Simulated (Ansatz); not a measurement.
# (110) slab of zincblende BN, 19.1 Å thick as cut, bare faces, part 2 of 2

Ansatz 0.2.0, PAW. The steps go on from the part before.

## (3) HSE06 single point

Input file in.yaml:

```yaml
crystal:
  lattice:
    - [1.802898, -1.802898, 0.000000]
    - [0.000000, 0.000000, 3.605795]
    - [-22.714121, -22.714121, 0.000000]
  atoms:
    - { symbol: B, position: [0.998547, 0.005221, 0.678457] }
    - { symbol: B, position: [0.998568, 0.004825, 0.519624] }
    - { symbol: B, position: [0.998587, 0.004668, 0.360898] }
    - { symbol: B, position: [0.998594, 0.953368, 0.208936] }
    - { symbol: B, position: [0.998541, 0.002512, 0.759402] }
    - { symbol: B, position: [0.998557, 0.004876, 0.598998] }
    - { symbol: B, position: [0.998578, 0.004823, 0.440252] }
    - { symbol: B, position: [0.998593, 0.002987, 0.281882] }
    - { symbol: B, position: [0.498533, 0.453350, 0.790631] }
    - { symbol: B, position: [0.498552, 0.504646, 0.638668] }
    - { symbol: B, position: [0.498573, 0.504833, 0.479942] }
    - { symbol: B, position: [0.498590, 0.505239, 0.321110] }
    - { symbol: B, position: [0.498543, 0.502970, 0.717684] }
    - { symbol: B, position: [0.498562, 0.504804, 0.559313] }
    - { symbol: B, position: [0.498583, 0.504901, 0.400568] }
    - { symbol: B, position: [0.498594, 0.502527, 0.240165] }
    - { symbol: N, position: [0.998535, 0.269024, 0.797338] }
    - { symbol: N, position: [0.998552, 0.254790, 0.638659] }
    - { symbol: N, position: [0.998574, 0.254856, 0.479937] }
    - { symbol: N, position: [0.998593, 0.255188, 0.321140] }
    - { symbol: N, position: [0.998543, 0.253801, 0.718007] }
    - { symbol: N, position: [0.998563, 0.254836, 0.559305] }
    - { symbol: N, position: [0.998585, 0.254920, 0.400558] }
    - { symbol: N, position: [0.998596, 0.259611, 0.240906] }
    - { symbol: N, position: [0.498541, 0.759598, 0.758660] }
    - { symbol: N, position: [0.498556, 0.754894, 0.599009] }
    - { symbol: N, position: [0.498580, 0.754857, 0.440261] }
    - { symbol: N, position: [0.498594, 0.753816, 0.281560] }
    - { symbol: N, position: [0.498546, 0.755172, 0.678427] }
    - { symbol: N, position: [0.498568, 0.754848, 0.519630] }
    - { symbol: N, position: [0.498589, 0.754812, 0.360908] }
    - { symbol: N, position: [0.498593, 0.769041, 0.202228] }
kpoints:
  mp_grid: { grid: [4, 3, 1] }
hamiltonian:
  xc: hse06
scf:
  occupations: { method: fermi_dirac, width: 0.01 }
output:
  forces: true
  eigenvalues: true
  populations: true
  eigenstates: { kpoints: [[0, 0, 0]], e_range: [-4.0, 4.0], localisation: true }
```

Launch:

```sh
ansatz run in.yaml --threads 2 --pin off --max-ram 30400MiB --runs-dir r --events-out ev --progress --plain --backend cuda --devices 0, --max-vram 18GiB
```

The log of the run:

```text
Pseudopotentials: kind: paw
Functional definition: HSE06
  parameter a = 0.25
  parameter omega = 0.11/bohr
  exchange = pbe_x - a*pbe_x_sr(omega) + a*exact_x_sr(omega)
  correlation = pbe_c
Crystal: 32 atoms, lattice volume = 295.324 Å³
Basis set: ecut = 420 eV, 5807 PW (Γ), exchange–correlation on 36×50×432 points (8 copies of the dense FFT grid, shifted against one another)
Bands: 96, of which v1, the nominal top of the filled ones, is band 64 counted from 1 (63 counted from 0)
Symmetry: 1 space group operations
Space group: P1 (ITA 1), of the structure as read, at distance tolerance 6.7e-5 Å
k-points: 7 of 12 (time reversal used)
Non-local potential: B, projectors of the file, l = 0: 2, l = 1: 2, l = 2: 1
Non-local potential: N, projectors of the file, l = 0: 2, l = 1: 2, l = 2: 1
PAW form: soft (Blöchl's): semilocal exchange-correlation on the pseudo side does not see the compensation charge
PAW frozen core: B, regenerated for the run's functional, and the local potential with it (the file was generated under x = pbe(κ = 0.804, μ = 0.2195149727645171), c = pbe(β = 0.06672455060314922))
PAW frozen core: N, regenerated for the run's functional, and the local potential with it (the file was generated under x = pbe(κ = 0.804, μ = 0.2195149727645171), c = pbe(β = 0.06672455060314922))
PAW one-centre angular grid: B, 110 points (default); XC on 64 Gauss nodes
PAW one-centre angular grid: N, 110 points (default); XC on 64 Gauss nodes
Initial density: superposition of atomic densities (neutral atoms: chi_scale 0, normalization atom), corrected by the library's trained network
Initial wavefunctions: pseudopotential atomic-orbital guess
Functional: x = pbe(κ = 0.804, μ = 0.2195149727645171), c = pbe(β = 0.06672455060314922), warm-up for x = pbe(κ = 0.804, μ = 0.2195149727645171) + 0.25 (exact − pbe) at short range (hse, ω = 0.20786987370883472 Å⁻¹), c = pbe(β = 0.06672455060314922); HSE06 as pw.x's `hse` composes it (authors' and Libxc's form: `xc: wpbeh`)
SCF iter   1: F=—  HF=-8672.964877 eV  |F-HF|=—  |Δ(HF+E_count)|=         —  Δρ=5.48e-3  dr2=8.96e-2  ethr=1.77e-3  ⟨swp⟩=12.0  Hψ=3860  notcnv=0
preconditioner: auto → none  [insulator: Δε(μ)=2.650 eV  Ē_g=17.175 eV  σ=0.010 eV  W_gap=1.00  n_scr=58 (ndim 8)  ℏωp=24.4 eV  f_vac=0.330  D(μ)=0.00/eV (n_scr^D=0)]
SCF iter   2: F=—  HF=-8672.958703 eV  |F-HF|=—  |Δ(HF+E_count)|=   6.17e-3  Δρ=2.86e-3  dr2=4.41e-2  ethr=7.00e-5  ⟨swp⟩=8.3  Hψ=2293  notcnv=0  defer=2
SCF iter   3: F=—  HF=-8672.950748 eV  |F-HF|=—  |Δ(HF+E_count)|=   7.96e-3  Δρ=1.39e-3  dr2=5.37e-3  ethr=3.44e-5  ⟨swp⟩=7.7  Hψ=2099  notcnv=0  defer=4
SCF iter   4: F=—  HF=-8672.951208 eV  |F-HF|=—  |Δ(HF+E_count)|=   4.60e-4  Δρ=5.97e-4  dr2=9.18e-4  ethr=4.20e-6  ⟨swp⟩=8.3  Hψ=2108  notcnv=0  defer=4
SCF iter   5: F=-8672.951475 eV  HF=-8672.951507 eV  |F-HF|=3.20e-5  |Δ(HF+E_count)|=   2.99e-4  Δρ=1.98e-4  dr2=1.50e-4  ethr=7.17e-7  ⟨swp⟩=7.7  Hψ=2080  notcnv=0  defer=20
SCF 1 stopped early in 5 iterations: F = -8672.951475 eV  dr2 = 1.50e-4
Initial density: handed on by an earlier stage of this run
Initial wavefunctions: those handed on with the density
Functional: x = pbe(κ = 0.804, μ = 0.2195149727645171) + 0.25 (exact − pbe) at short range (hse, ω = 0.20786987370883472 Å⁻¹), c = pbe(β = 0.06672455060314922); HSE06 as pw.x's `hse` composes it (authors' and Libxc's form: `xc: wpbeh`)
Exchange kernel: α = 0.2500, screened, ω = 0.2079 Å⁻¹, Wigner–Seitz truncation, v(0) = 964.4954 eV·Å³, q-mesh 4×3×1, nearest image of the exchange supercell L = 10.20 Å, pair-density grid 15×20×160, without the augmentation charges, whose exchange is taken in its separable form by FFT convolution over the k-point mesh (sized by the pseudopotential files, 18×25×216 at the most), smooth part of the [...]
Frozen-core exchange: fock
SCF iter   1: F=—  HF=-8675.609889 eV  |F-HF|=—  |Δ(HF+E_count)|=         —  Δρ=7.28e-3  dr2=8.43e-2  ethr=1.17e-6  ⟨swp⟩=16.1  Hψ=4275  notcnv=0
preconditioner: auto → none  [insulator: Δε(μ)=3.958 eV  Ē_g=19.495 eV  σ=0.010 eV  W_gap=1.00  n_scr=58 (ndim 8)  ℏωp=24.4 eV  f_vac=0.330  D(μ)=0.00/eV (n_scr^D=0)]
SCF iter   2: F=—  HF=-8675.577017 eV  |F-HF|=—  |Δ(HF+E_count)|=   3.29e-2  Δρ=3.13e-3  dr2=1.62e-2  ethr=1.17e-6  ⟨swp⟩=9.0  Hψ=2893  notcnv=0  defer=10
SCF iter   3: F=—  HF=-8675.610243 eV  |F-HF|=—  |Δ(HF+E_count)|=   3.32e-2  Δρ=1.29e-3  dr2=9.68e-3  ethr=1.17e-6  ⟨swp⟩=7.1  Hψ=2716  notcnv=0
SCF iter   4: F=—  HF=-8675.608288 eV  |F-HF|=—  |Δ(HF+E_count)|=   1.96e-3  Δρ=5.05e-4  dr2=3.27e-3  ethr=1.17e-6  ⟨swp⟩=6.7  Hψ=2582  notcnv=0
iter 5 solved again at ethr=1.11e-7 eV; its pass at ethr=1.17e-6 eV (dr2=1.42e-4 eV) is discarded
SCF iter   5: F=—  HF=-8675.607462 eV  |F-HF|=—  |Δ(HF+E_count)|=   8.25e-4  Δρ=1.63e-4  dr2=1.80e-4  ethr=1.11e-7  ⟨swp⟩=2.0  Hψ=3042  notcnv=0
SCF iter   6: F=—  HF=-8675.607838 eV  |F-HF|=—  |Δ(HF+E_count)|=   3.75e-4  Δρ=1.24e-4  dr2=5.11e-5  ethr=1.11e-7  ⟨swp⟩=6.6  Hψ=1860  notcnv=0  defer=12
SCF iter   7: F=-8675.607825 eV  HF=-8675.607827 eV  |F-HF|=1.95e-6  |Δ(HF+E_count)|=   1.08e-5  Δρ=3.99e-5  dr2=5.89e-6  ethr=3.80e-8  ⟨swp⟩=6.0  Hψ=1422  notcnv=0  defer=4
SCF 2 stopped early in 7 iterations: F = -8675.607825 eV  dr2 = 5.89e-6
  Residual-converged pass: ⟨swp⟩=4.6  Hψ=2005  notcnv=0  max |occ|·‖R‖ = 6.5e-6 eV (tolerance 6.7e-6 eV)  dr2=5.85e-6  dr2_onsite=1.01e-7  max |Δocc| = 0.0e0
hybrid outer 1: dexx = +3.884e-2 eV, tail = 9.52e-5 eV
SCF iter   1: F=—  HF=-8675.608224 eV  |F-HF|=—  |Δ(HF+E_count)|=         —  Δρ=4.69e-5  dr2=7.76e-6  ethr=3.72e-7  ⟨swp⟩=9.4  Hψ=2042  notcnv=0
preconditioner: auto → none  [insulator: Δε(μ)=3.949 eV  Ē_g=19.496 eV  σ=0.010 eV  W_gap=1.00  n_scr=58 (ndim 8)  ℏωp=24.4 eV  f_vac=0.331  D(μ)=0.00/eV (n_scr^D=0)]
SCF iter   2: F=—  HF=-8675.608223 eV  |F-HF|=—  |Δ(HF+E_count)|=   1.49e-6  Δρ=1.31e-5  dr2=7.51e-7  ethr=5.28e-9  ⟨swp⟩=3.0  Hψ=1393  notcnv=0
SCF iter   3: F=—  HF=-8675.608224 eV  |F-HF|=—  |Δ(HF+E_count)|=   9.66e-7  Δρ=1.00e-5  dr2=1.50e-7  ethr=4.79e-10  ⟨swp⟩=7.1  Hψ=2070  notcnv=0  defer=22
SCF iter   4: F=—  HF=-8675.608224 eV  |F-HF|=—  |Δ(HF+E_count)|=   1.79e-8  Δρ=3.69e-6  dr2=1.38e-8  ethr=1.05e-10  ⟨swp⟩=3.9  Hψ=1345  notcnv=0  defer=8
SCF iter   5: F=-8675.608224 eV  HF=-8675.608224 eV  |F-HF|=9.71e-10  |Δ(HF+E_count)|=   1.98e-9  Δρ=1.18e-6  dr2=5.12e-9  ethr=8.32e-12  ⟨swp⟩=4.0  Hψ=1638  notcnv=0  defer=4
SCF 3 converged in 5 iterations: F = -8675.608224 eV  dr2 = 5.12e-9
  Residual-converged pass: ⟨swp⟩=3.0  Hψ=1186  notcnv=0  max |occ|·‖R‖ = 1.7e-6 eV (tolerance 1.8e-6 eV)  dr2=5.16e-9  dr2_onsite=2.40e-10  max |Δocc| = 0.0e0
[... from here the SCF cycle lines were not kept, up to the last twenty ...]
hybrid outer 2: dexx = +1.422e-6 eV, tail = 3.73e-8 eV, Δε = 2.95e-3 eV (about 6.28e-5 eV left of the loop's levels), ΔF = 7.17e-3 eV/Å (tail 7.39e-4)
NSCF: frozen V_eff on 1 k-points
hybrid SCF converged: 2 outer / 12 inner (+5 warm-up), last move |dexx| = 1.42e-6 eV, tail = 3.73e-8 eV
Stability not checked: this state was not tested for a lower state beside it, because the functional holds exact exchange (a hybrid, or Hartree-Fock), whose exchange loop this test does not read (fock_operator; see scf.lower_state_search)
Free energy (F): -8675.608224 eV
Harris-Foulkes:  -8675.608224 eV  (|F-HF|=9.71e-10)
Internal energy: -8675.608224 eV  (E = F + TS)
E sigma→0 (E₀):  -8675.608224 eV
Fermi energy:    5.948440 eV
--- Per-component energies (eV) ---
  E_band       = -605.941699
  E_kinetic    = 2968.484653
  E_local      = -118533.389017  (includes V_loc(G=0)·N_el)
  E_nonlocal   = 891.508917
  E_hartree    = 58242.920208
  E_xc         = -1209.369405
  E_vxc        = -1488.857571  (∫ρ·V_xc dr)
  E_exx        = -312.642929  (= α·E_x^exact, valence–valence)
  E_paw        = -3276.969030  (= ΣΔE_a)
  E_vpaw       = -304.238681  (= ΣTr[D̂ρ^β])
  E_aug_tail   = 0.001637  (compensation charges beyond the density's cutoff)
  E_ewald      = 52554.401995
  E_core_change = -0.555251  (= ΣΔE_core)
  E_smearing   = -0.000000  (= −TS)
  E_closure    = -0.000002  (closes the sum)
  Σ components = -8675.608224   (vs F -8675.608224, Δ=1.82e-12)
--- Forces (eV/Å), atoms counted from 1 ---
  atom   1  B     -0.00109711    -0.00105993    -0.02183123
  atom   2  B     -0.00004799    -0.00006227    -0.02228947
  atom   3  B     -0.00394642    -0.00412780    -0.02064764
  atom   4  B     -0.02488376    -0.02480605    -0.06230621
  atom   5  B      0.00600101     0.00606217    -0.02636976
  atom   6  B      0.00129122     0.00133304    -0.02334929
  atom   7  B     -0.00138789    -0.00155571    -0.02181589
  atom   8  B     -0.01654341    -0.01663824    -0.00852477
  atom   9  B      0.02569606     0.02532910    -0.06164698
  atom  10  B      0.00323291     0.00326337    -0.02064188
  atom  11  B     -0.00031563    -0.00041020    -0.02240250
  atom  12  B      0.00109350     0.00086661    -0.02181616
  atom  13  B      0.01608177     0.01605308    -0.00844173
  atom  14  B      0.00027252     0.00020847    -0.02182063
  atom  15  B     -0.00192025    -0.00208609    -0.02362606
  atom  16  B     -0.00545126    -0.00557231    -0.02610666
  atom  17  N      0.07299205     0.07303238     0.13202913
  atom  18  N     -0.00212728    -0.00210924     0.02260843
  atom  19  N      0.00027746     0.00037082     0.02247858
  atom  20  N      0.00227715     0.00257533     0.01547471
  atom  21  N      0.01390738     0.01386861     0.02195239
  atom  22  N     -0.00109934    -0.00100884     0.02347064
  atom  23  N      0.00153783     0.00175591     0.02017688
  atom  24  N      0.00282290     0.00309926    -0.05089596
  atom  25  N     -0.00378825    -0.00363297    -0.05156469
  atom  26  N     -0.00048227    -0.00060387     0.02061312
  atom  27  N      0.00107353     0.00127240     0.02294404
  atom  28  N     -0.01355626    -0.01343015     0.02202280
  atom  29  N     -0.00176856    -0.00190208     0.01510604
  atom  30  N      0.00069742     0.00070975     0.02279750
  atom  31  N      0.00271680     0.00291903     0.02253254
  atom  32  N     -0.07355785    -0.07372200     0.13188897
  max |Σ_I F_I| component: 8.43e-6 eV/Å
--- Band table (eV; the first three rows and the last of 7) ---
  k-point 0: bands = ["-18.4113", "-18.2121", "-17.8931", "-17.4636", "-16.9250", "-16.2744", "-15.5160", "-14.6789", "-13.8397", "-13.1194", "-12.6120", "-12.4000", "-12.3547", "-12.3414", "-12.1391", "-12.1311", "-6.0487", "-5.8829", "-5.6180", "-5.3492", "-5.3049", "-5.2602", "-4.9701", "-4.6532", "-4.5293", "-4.1618", "-3.8701", "-3.7392", "-3.3730", "-2.9787", "-2.6528", "-2.4875", "-2.0435", "-1.6355", "-1.6238", "-1.5200", "-1.4652", "-1.3293", "-1.1157", "-1.0389", "-0.6450", "-0.6017", "-0.3719", "-0.1563", "0.3408", "0.4052", "0.6767", "1.0028", "1.4493", "1.5792", "1.6780", "2.0774", "2.4950", "2.5076", "2.5920", "2.8587", "3.1699", "3.3336", "3.3436", "3.4110", "3.5745", "3.6670", "3.9587", "3.9771", "9.6951", "10.1455", "10.6676", "10.7867", "10.9937", "11.4473", "12.0492", "12.1279", "12.8177", "13.0288", "13.5984", "14.0390", "14.3504", "14.3797", "14.5298", "14.5666", "14.5709", "14.5742", "14.8541", "14.8913", "14.9160", "14.9763", "15.1363", "15.3247", "15.3459", "15.4920", "15.6463", "15.6741", "15.8657", "15.9453", "16.0146", "16.1644"]
  k-point 1: bands = ["-17.4470", "-17.2553", "-16.9506", "-16.5451", "-16.0458", "-15.4604", "-14.8177", "-14.7849", "-14.6239", "-14.3935", "-14.1842", "-14.1041", "-13.8083", "-13.7534", "-13.2839", "-13.2591", "-7.4218", "-7.3999", "-6.8108", "-6.7181", "-5.9472", "-5.7575", "-4.9429", "-4.6769", "-3.9130", "-3.6643", "-3.0831", "-2.9745", "-2.0498", "-1.0905", "-0.9153", "-0.8506", "-0.7258", "-0.6826", "-0.6180", "-0.5462", "-0.4704", "-0.2338", "-0.1407", "-0.1354", "0.0829", "0.3562", "0.4569", "0.6077", "0.8493", "0.9231", "1.2021", "1.2673", "1.4565", "1.5748", "1.6325", "1.7176", "1.7911", "1.8307", "1.8952", "1.9172", "1.9756", "1.9886", "2.0048", "2.2075", "2.4049", "2.4607", "3.6387", "3.6397", "10.3784", "10.3994", "11.1761", "11.7031", "12.2266", "12.5457", "13.1124", "13.1503", "13.4001", "13.7790", "14.0827", "14.1057", "14.5259", "14.7994", "14.9535", "15.2755", "15.4126", "15.5338", "15.6173", "15.7126", "15.7871", "15.8547", "16.0203", "16.0404", "16.1206", "16.2050", "16.2243", "16.3076", "16.3151", "16.3218", "16.3591", "16.5251"]
  k-point 2: bands = ["-17.3300", "-17.1375", "-16.8303", "-16.4187", "-15.9054", "-15.2896", "-14.5797", "-13.8133", "-13.0794", "-12.5063", "-12.3094", "-12.2298", "-12.1799", "-12.1389", "-11.9096", "-11.9036", "-5.1922", "-5.0555", "-4.9925", "-4.9760", "-4.8477", "-4.6357", "-4.5704", "-4.5442", "-4.4352", "-4.3977", "-4.2161", "-3.9443", "-3.8360", "-3.6709", "-3.3863", "-3.1657", "-3.1119", "-2.8353", "-2.7364", "-2.5356", "-2.2437", "-2.1761", "-2.0166", "-1.6308", "-1.5482", "-1.2873", "-1.2724", "-0.9380", "-0.8585", "-0.6074", "-0.4643", "-0.4056", "-0.3268", "-0.1293", "-0.0552", "-0.0366", "-0.0184", "0.0545", "0.3441", "0.4996", "0.8181", "1.0623", "1.3161", "1.3267", "2.0740", "2.7603", "3.1815", "3.2720", "10.2259", "10.2287", "11.7823", "11.8500", "12.0411", "12.3001", "12.3624", "12.4801", "12.4939", "12.9904", "13.0539", "13.3205", "13.4594", "13.8228", "14.2643", "14.2763", "14.5109", "14.6183", "15.2931", "15.3370", "15.8833", "16.2116", "16.3640", "16.5173", "16.5253", "16.5837", "16.7858", "16.9642", "17.2023", "17.2208", "17.2646", "17.5502"]
  k-point 6: bands = ["-14.0377", "-14.0376", "-13.8866", "-13.8865", "-13.6493", "-13.6492", "-13.3495", "-13.3495", "-13.0088", "-13.0087", "-12.6512", "-12.6511", "-12.3324", "-12.3323", "-11.8331", "-11.8324", "-7.3428", "-7.3426", "-7.1791", "-7.1790", "-6.8927", "-6.8926", "-6.5010", "-6.5010", "-6.0324", "-6.0324", "-5.5505", "-5.5504", "-5.2504", "-5.2500", "-5.0214", "-5.0208", "-3.3338", "-3.3336", "-3.2278", "-3.2276", "-2.6991", "-2.6991", "-2.4613", "-2.4612", "-1.8793", "-1.8792", "-1.6254", "-1.6253", "-1.0822", "-1.0821", "-0.7322", "-0.7321", "-0.3555", "-0.3554", "0.0383", "0.0384", "0.3229", "0.3230", "0.5628", "0.5629", "0.7767", "0.7768", "0.9541", "0.9543", "1.3271", "1.3272", "3.6973", "3.6980", "9.3118", "9.3124", "12.9977", "12.9982", "13.0561", "13.0563", "13.2492", "13.2494", "13.6342", "13.6344", "14.1790", "14.1792", "14.8381", "14.8383", "15.5591", "15.5592", "16.1818", "16.1819", "16.3032", "16.3034", "16.9174", "16.9174", "17.2210", "17.2212", "17.5294", "17.5295", "17.6436", "17.6439", "17.8778", "17.8778", "18.0455", "18.0456"]
--- Löwdin populations: 32 sites ---
  site symbol       q [e]
     0      B      2.6618
     1      B      2.6620
     2      B      2.6610
     3      B      2.4640
     4      B      2.6398
     5      B      2.6621
     6      B      2.6619
     7      B      2.6607
     8      B      2.4640
     9      B      2.6610
    10      B      2.6620
    11      B      2.6618
    12      B      2.6607
    13      B      2.6619
    14      B      2.6621
    15      B      2.6398
    16      N      5.4502
    17      N      5.3087
    18      N      5.3081
    19      N      5.3054
    20      N      5.3217
    21      N      5.3082
    22      N      5.3080
    23      N      5.3138
    24      N      5.3138
    25      N      5.3080
    26      N      5.3082
    27      N      5.3217
    28      N      5.3054
    29      N      5.3081
    30      N      5.3087
    31      N      5.4502
  spilling = 0.004728 (of n_electrons = 128.000000)
```

It took 30 s on 1 × data-centre GPU with 2 threads, shared host; peak host memory 2.1 GiB.

At a 4×3×1 mesh the filled levels end at 3.977 eV and the empty ones begin at 7.925 eV, a spacing of 3.95 eV.

The largest force by HSE06 is 0.17 eV/Å, on N32: the geometry is not this level's minimum.

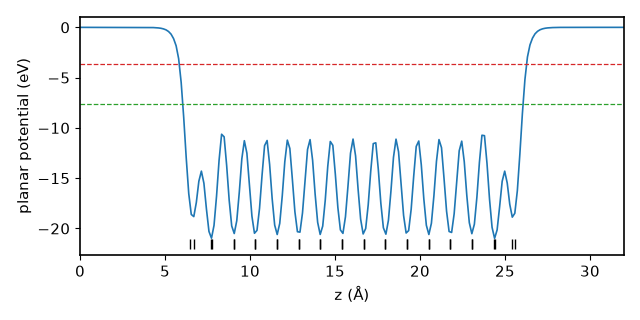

Planar mean of the electrostatic potential energy along c, from the vacuum level; ticks mark the atoms, dashed lines the top filled and lowest empty levels.

The top filled level lies 7.58 eV and the lowest empty level 3.63 eV below the vacuum level.

## (4) Results

What follows sums up all 2 parts.

| level | time | k points | top filled to lowest empty (eV) | top filled below vacuum (eV) |
| --- | --- | --- | --- | --- |
| PBEsol, relaxation | 20 s (GPU) | 6×4×1 | 2.46 | 6.74 |
| HSE06 | 30 s (GPU) | 4×3×1 | 3.95 | 7.58 |

| quantity | value |
| --- | --- |
| relaxation | 6 recorded steps, 2.89 eV gained |
| largest shift | 0.34 Å (B4) |
| mean bonds | B–N 1.554 Å |

**In words.** Relaxation gains 2.89 eV, with shifts up to 0.34 Å (B4). Rows on different k points differ by sampling as well as by level.
